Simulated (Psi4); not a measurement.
# CO (carbon monoxide) at 6 levels

We compute a comparison of 6 runs (HF/3-21G, HF/def2-SVP, B2PLYP/6-311G**, tau-HCTHh/jun-cc-pVTZ, OLCCD/6-31+G*) of CO (carbon monoxide). 

The results are computed with Psi4 1.11.

4 further runs of the same task are left out: 2 that didn't finish, 2 set aside as unsound or not needed.

## Step 1: The structure to begin with

The species is CO (2 atoms), meant as a singlet with charge 0. As SMILES, `[C-]#[O+]`. Geometry: relaxed at PBE0-D4/def2-TZVP.

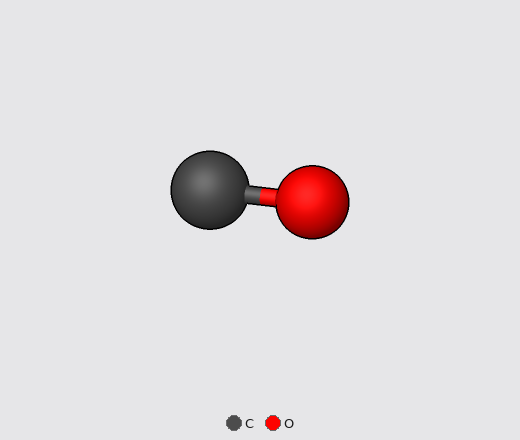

The structure, seen from a chosen angle (carbon dark grey, oxygen red).

## Step 2: Energy and forces at HF/3-21G (run 1)

job.json

```json
{
  "schema_name": "qcschema_input",
  "schema_version": 1,
  "molecule": {
    "schema_name": "qcschema_molecule",
    "schema_version": 2,
    "symbols": ["C", "O"],
    "geometry": [0.90687957, -0.29309652, 0.4671403, -0.90687957, 0.29309652, -0.4671403],
    "molecular_charge": 0,
    "molecular_multiplicity": 1,
    "fix_symmetry": "c1"
  },
  "driver": "gradient",
  "model": {
    "method": "scf",
    "basis": "3-21G"
  },
  "keywords": {
    "puream": true,
    "e_convergence": 1e-09,
    "d_convergence": 1e-08,
    "scf_type": "pk",
    "scf_properties": ["QUADRUPOLE", "WIBERG_LOWDIN_INDICES", "MULLIKEN_CHARGES"]
  }
}
```

Run with:

```console
psi4 --qcschema job.json -n 1 --memory 1600MB
```

stdout:

```text
[...]
  Running in c1 symmetry.
[...]
  Nuclear repulsion =   22.611783245024760
[...]
  Multiplicity = 1
[...]
  Nalpha       = 7
  Nbeta        = 7
[...]
    Number of basis functions: 18
[...]
   @RHF iter   1:  -112.07230313945655   -7.42716e-01   1.25179e-02 ADIIS/DIIS
[...]
   @RHF iter   9:  -112.09321957092206   -4.83169e-13   5.34186e-09 DIIS
[...]
    Orbital Energies [Eh]
    ---------------------
    Doubly Occupied:
       1A    -20.578989     2A    -11.315776     3A     -1.551883
       4A     -0.785876     5A     -0.637289     6A     -0.637289
       7A     -0.542712
[...]
  @RHF Final Energy:  -112.09321957092206
   => Energetics <=
    Nuclear Repulsion Energy =             22.6117832450247604
    One-Electron Energy =                -197.3103776919345762
    Two-Electron Energy =                  62.6053748759877706
    Total Energy =                       -112.0932195709220593
[...]
 Multipole Moments:
 ------------------------------------------------------------------------------------
     Multipole            Electronic (a.u.)      Nuclear  (a.u.)        Total (a.u.)
 ------------------------------------------------------------------------------------
 L = 1.  Multiply by 2.5417464519 to convert [e a0] to [Debye]
 Dipole X            :          0.0000000            0.0000000            0.0000000
 Dipole Y            :         -0.0000000            0.0000000           -0.0000000
 Dipole Z            :          0.1495052           -0.0023137            0.1471915
 Magnitude           :                                                    0.1471915
 L = 2.  Multiply by 1.3450342976 to convert [e a0^2] to [Debye ang]
 Quadrupole XX       :         -7.3443699            0.0000000           -7.3443699
 Quadrupole XY       :         -0.0000000            0.0000000           -0.0000000
[...]
  Mulliken Charges: (a.u.)
   Center  Symbol    Alpha    Beta     Spin     Total
       1     C     2.78305  2.78305  0.00000  0.43391
       2     O     4.21695  4.21695  0.00000 -0.43391
   Total alpha =  7.00000, Total beta =  7.00000, Total charge = -0.00000
  Wiberg Bond Indices using Orthogonal Lowdin Orbitals:
[...]
  -Total Gradient:
     Atom            X                  Y                   Z
    ------   -----------------  -----------------  -----------------
       1        0.000000000000     0.000000000000    -0.015053114105
       2       -0.000000000000    -0.000000000000     0.015053114105
[...]
```

The result, in JSON:

```text
{
 "driver": "gradient",
 "model": {
  "method": "scf",
  "basis": "3-21G"
 },
 "success": true,
 "return_result": [1.281471088548752e-15, 3.204221084103379e-16, -0.015053114105216592, -1.2814710885487067e-15, -3.2042210841032744e-16, 0.015053114105362031],
 "properties": {
  "calcinfo_nbasis": 18,
  "calcinfo_nmo": 18,
  "calcinfo_nalpha": 7,
  "calcinfo_nbeta": 7,
  "calcinfo_natom": 2,
  "nuclear_repulsion_energy": 22.61178324502476,
  "return_energy": -112.09321957092206,
  "return_gradient": [1.281471088548752e-15, 3.204221084103379e-16, -0.015053114105216592, -1.2814710885487067e-15, -3.2042210841032744e-16, 0.015053114105362031],
  "scf_one_electron_energy": -197.31037769193458,
  "scf_two_electron_energy": 62.60537487598777,
  "scf_dipole_moment": [4.977264994849108e-15, -4.241117930020732e-16, 0.1471914817978246],
  "scf_total_energy": -112.09321957092206,
  "scf_total_gradient": [1.281471088548752e-15, 3.204221084103379e-16, -0.015053114105216592, -1.2814710885487067e-15, -3.2042210841032744e-16, 0.015053114105362031],
  "scf_iterations": 9
 }
}
```

It took 1.9 s on 1 thread of Intel Xeon Platinum 8375C at 2.90GHz (Ice Lake), shared host; peak memory 0.18 GiB.

## Step 3: The energy at HF/def2-SVP (run 2)

input.json

```json
{
  "schema_name": "qcschema_input",
  "schema_version": 1,
  "molecule": {
    "schema_name": "qcschema_molecule",
    "schema_version": 2,
    "symbols": ["C", "O"],
    "geometry": [0.90687957, -0.29309652, 0.4671403, -0.90687957, 0.29309652, -0.4671403],
    "molecular_charge": 0,
    "molecular_multiplicity": 1,
    "fix_symmetry": "c1",
    "fix_com": true,
    "fix_orientation": true
  },
  "driver": "energy",
  "model": {
    "method": "scf",
    "basis": "def2-SVP"
  },
  "keywords": {
    "puream": true,
    "e_convergence": 1e-09,
    "d_convergence": 1e-08,
    "scf_type": "pk",
    "scf_properties": ["QUADRUPOLE", "MAYER_INDICES", "LOWDIN_CHARGES"]
  }
}
```

Run with:

```console
psi4 --qcschema input.json -n 1 --memory 1600MB
```

stdout:

```text
[...]
  Running in c1 symmetry.
[...]
  Nuclear repulsion =   22.611783245024757
[...]
  Multiplicity = 1
[...]
  Nalpha       = 7
  Nbeta        = 7
[...]
    Number of basis functions: 28
[...]
   @RHF iter   1:  -112.62368395328483   -8.02675e-01   8.79739e-03 ADIIS/DIIS
[...]
   @RHF iter  10:  -112.64641478500241   -1.84741e-13   9.87706e-10 DIIS
[...]
    Orbital Energies [Eh]
    ---------------------
    Doubly Occupied:
       1A    -20.666875     2A    -11.366956     3A     -1.512574
       4A     -0.798396     5A     -0.645163     6A     -0.645163
       7A     -0.550335
[...]
  @RHF Final Energy:  -112.64641478500241
   => Energetics <=
    Nuclear Repulsion Energy =             22.6117832450247569
    One-Electron Energy =                -198.1454712822425677
    Two-Electron Energy =                  62.8872732522154081
    Total Energy =                       -112.6464147850024062
[...]
 Multipole Moments:
 ------------------------------------------------------------------------------------
     Multipole            Electronic (a.u.)      Nuclear  (a.u.)        Total (a.u.)
 ------------------------------------------------------------------------------------
 L = 1.  Multiply by 2.5417464519 to convert [e a0] to [Debye]
 Dipole X            :          1.8818862           -1.8137591            0.0681270
 Dipole Y            :         -0.6082112            0.5861930           -0.0220181
 Dipole Z            :          0.9693733           -0.9342806            0.0350927
 Magnitude           :                                                    0.0797345
 L = 2.  Multiply by 1.3450342976 to convert [e a0^2] to [Debye ang]
 Quadrupole XX       :        -20.3381508           11.5140278           -8.8241231
 Quadrupole XY       :          4.1461731           -3.7212454            0.4249277
[...]
```

The result, in JSON:

```text
{
 "driver": "energy",
 "model": {
  "method": "scf",
  "basis": "def2-SVP"
 },
 "success": true,
 "return_result": -112.6464147850024,
 "properties": {
  "calcinfo_nbasis": 28,
  "calcinfo_nmo": 28,
  "calcinfo_nalpha": 7,
  "calcinfo_nbeta": 7,
  "calcinfo_natom": 2,
  "nuclear_repulsion_energy": 22.611783245024757,
  "return_energy": -112.6464147850024,
  "scf_one_electron_energy": -198.14547128224257,
  "scf_two_electron_energy": 62.88727325221541,
  "scf_dipole_moment": [0.06812701346256489, -0.022018128122426095, 0.03509272295880428],
  "scf_total_energy": -112.6464147850024,
  "scf_iterations": 10
 }
}
```

It took 2.6 s on 1 thread of Intel Xeon Platinum 8375C at 2.90GHz (Ice Lake), shared host; peak memory 0.18 GiB.

Runs 3 to 5 aren't shown in full; the table further down has their settings and results.

## Step 4: A single-point energy at OLCCD/6-31+G(d) (Cartesian functions) (run 6)

input.json

```json
{
 "schema_name": "qcschema_input",
 "schema_version": 1,
 "molecule": {
  "schema_name": "qcschema_molecule",
  "schema_version": 2,
  "symbols": ["C", "O"],
  "geometry": [0.90687957, -0.29309652, 0.4671403, -0.90687957, 0.29309652, -0.4671403],
  "molecular_charge": 0,
  "molecular_multiplicity": 1
 },
 "driver": "energy",
 "model": {
  "method": "olccd",
  "basis": "6-31+G*"
 },
 "keywords": {
  "reference": "uhf",
  "scf_type": "direct",
  "cc_type": "conv",
  "diis": false,
  "soscf": true,
  "maxiter": 60
 }
}
```

Run with:

```console
psi4 --qcschema input.json -n 1 --memory 1600MB
```

stdout:

```text
[...]
  Running in c2v symmetry.
[...]
  Nuclear repulsion =   22.611783245024760
[...]
  Multiplicity = 1
[...]
  Nalpha       = 7
  Nbeta        = 7
[...]
    Number of basis functions: 38
[...]
   @DF-UHF iter   1:  -112.71521217321019   -8.57846e-01   1.17822e-02 ADIIS
[...]
   @UHF iter   9:  -112.74186645006696   -8.76810e-12   5.43770e-10 SOSCF, nmicro=conv
[...]
   @S^2 Observed:               -2.309263891E-14
[...]
    Orbital Energies [Eh]
    ---------------------
    Alpha Occupied:
       1A1   -20.686025     2A1   -11.370655     3A1    -1.532528
       4A1    -0.804912     1B1    -0.643701     1B2    -0.643701
       5A1    -0.554782
    Alpha Virtual:
       2B2     0.084786     2B1     0.084786     6A1     0.085740
       7A1     0.115201     3B2     0.186105     3B1     0.186105
       8A1     0.271333     4B2     0.306746     4B1     0.306746
       9A1     0.365890    10A1     0.583424     5B2     0.858785
       5B1     0.858785    11A1     1.013365    12A1     1.239706
      13A1     1.420605     6B2     1.427890     6B1     1.427890
[...]
  @UHF Final Energy:  -112.74186645006696
   => Energetics <=
    Nuclear Repulsion Energy =             22.6117832450247604
    One-Electron Energy =                -198.2346932601323886
    Two-Electron Energy =                  62.8810435650406774
    Total Energy =                       -112.7418664500669649
  UHF NO Occupations:
  HONO-2 :    4 A1 2.0000000
  HONO-1 :    5 A1 2.0000000
[...]
 Multipole Moments:
 ------------------------------------------------------------------------------------
     Multipole            Electronic (a.u.)      Nuclear  (a.u.)        Total (a.u.)
 ------------------------------------------------------------------------------------
 L = 1.  Multiply by 2.5417464519 to convert [e a0] to [Debye]
 Dipole X            :          0.0000000            0.0000000            0.0000000
 Dipole Y            :          0.0000000            0.0000000            0.0000000
 Dipole Z            :          0.1198349           -0.0023137            0.1175212
 Magnitude           :                                                    0.1175212
[...]
	SCS-MP2 Total Energy (a.u.)        :  -113.02655434768529
	SOS-MP2 Total Energy (a.u.)        :  -113.02236592035590
	SCSN-MP2 Total Energy (a.u.)       :  -112.87790728506809
[...]
	SOS-PI-MP2 Total Energy (a.u.)     :  -113.04394280268582
[...]
	MP2 Total Energy (a.u.)            :  -113.03493120234411
[...]
```

The result, in JSON:

```text
{
 "driver": "energy",
 "model": {
  "method": "olccd",
  "basis": "6-31+G*"
 },
 "success": true,
 "return_result": -113.04794169775325,
 "properties": {
  "calcinfo_nbasis": 38,
  "calcinfo_nmo": 38,
  "calcinfo_nalpha": 7,
  "calcinfo_nbeta": 7,
  "calcinfo_natom": 2,
  "nuclear_repulsion_energy": 22.61178324502476,
  "return_energy": -113.04794169775325,
  "scf_one_electron_energy": -198.2346932601324,
  "scf_two_electron_energy": 62.88104356504068,
  "scf_dipole_moment": [0.0, 7.870417090035525e-70, 0.11752124401707575],
  "scf_total_energy": -112.74186645006696,
  "scf_iterations": 9,
  "mp2_same_spin_correlation_energy": -0.07729592897800044,
  "mp2_opposite_spin_correlation_energy": -0.2157688232992832,
  "mp2_singles_energy": 0.0,
  "mp2_doubles_energy": -0.2930647522772836,
  "mp2_correlation_energy": -0.29306475227714657,
  "mp2_total_energy": -113.03493120234411
 }
}
```

Wall time 6.6 s (1 thread of Intel Xeon Platinum 8375C at 2.90GHz (Ice Lake), shared host); peak memory 0.2 GiB.

## Step 5: Overview of the runs

| run | level | task | frozen core orbitals | energy (Eh) | dipole moment (D) | HOMO energy (eV) | LUMO energy (eV) | wall time |
| --- | --- | --- | --- | --- | --- | --- | --- | --- |
| 1 | HF/3-21G | gradient | 0 | -112.093220 | 0.37 | -14.77 | 4.47 | 1.9 s |
| 2 | HF/def2-SVP | energy | 0 | -112.646415 | 0.20 | -14.98 | 4.07 | 2.6 s |
| 3 | B2PLYP/6-311G** (density fitting for correlation) | energy | 2 | -113.257919 | – | -12.30 | 1.26 | 3.9 s |
| 4 | tau-HCTHh/jun-cc-pVTZ | energy | 0 | -113.326506 | 0.12 | -10.21 | -1.25 | 6 s |
| 5 | tau-HCTHh/jun-cc-pVTZ (DKH2) | energy | 0 | -113.388925 | 0.12 | -10.21 | -1.24 | 5.4 s |
| 6 | OLCCD/6-31+G* (Cartesian functions) | energy | 0 | -113.047942 | – | -15.10 | 2.31 | 6.6 s |

## Step 6: What came out

| quantity | value |
| --- | --- |
| run 6: total energy | -113.04794 Eh |
| run 6: HOMO energy (Hartree–Fock orbitals) | -15.10 eV |
| run 6: LUMO energy (Hartree–Fock orbitals) | 2.31 eV |
| run 6: HOMO–LUMO gap (Hartree–Fock orbitals) | 17.40 eV |
| run 6: correlation energy | -306.1 mEh |

In words: Over runs 1, 2, 4, 5 the dipole moment (its size) runs from 0.12 D (tau-HCTHh/jun-cc-pVTZ) to 0.37 D (HF/3-21G). The two ends differ in method and basis. The two dipoles point in opposite directions. Over runs 1, 2, 3, 4, 5 the HOMO–LUMO gap runs from 8.96 eV (tau-HCTHh/jun-cc-pVTZ) to 19.24 eV (HF/3-21G). Totals of different functionals can't be ranked against each other. All runs together took 27 s, the longest 6.6 s.
